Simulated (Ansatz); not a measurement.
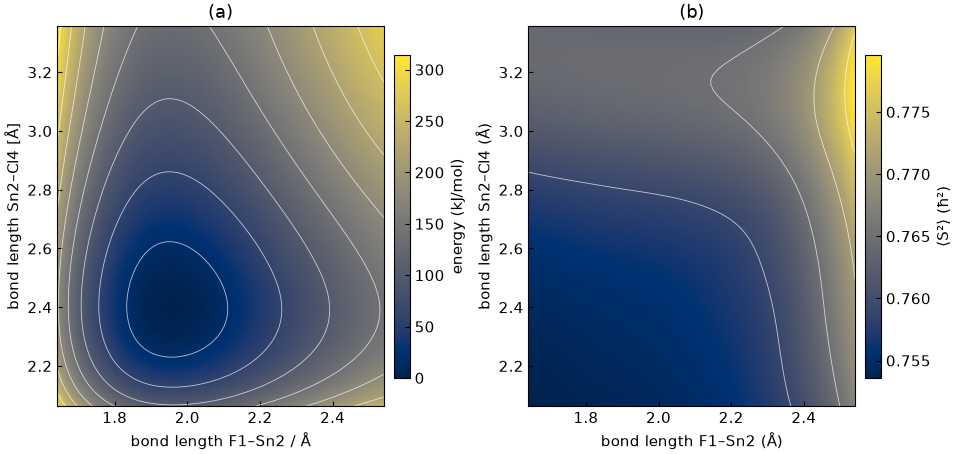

ClFHSSn, SMILES [F][Sn]([SH])[Cl], spin multiplicity 2. 
- The first coordinate is: bond length F1–Sn2; the second: bond length Sn2–Cl4.
- Nothing is relaxed (all other coordinates rigid).
- Grid: 9 × 9 points.
- Points are written as (first, second).
- All energies are given in kJ/mol relative to the relaxed molecule at the same level.
- These are results of Ansatz 0.2.0, UKS B3LYP-D4/def2-SVP, not measurements.

Panel (a) is the energy; panel (b) is the computed ⟨S²⟩, in ħ².

In the figure: a smooth colour map with a few white contour lines. Between grid points the surface is interpolated.

> How does the ⟨S²⟩ vary over the map, and what is it at the lowest grid point?

Leaving out the highest fifth of the energies, it runs from 0.75 ħ² at (1.755 Å, 2.062 Å) to 0.77 ħ² at (2.541 Å, 2.709 Å). At the lowest grid point, (1.979 Å, 2.386 Å), it is 0.76 ħ².
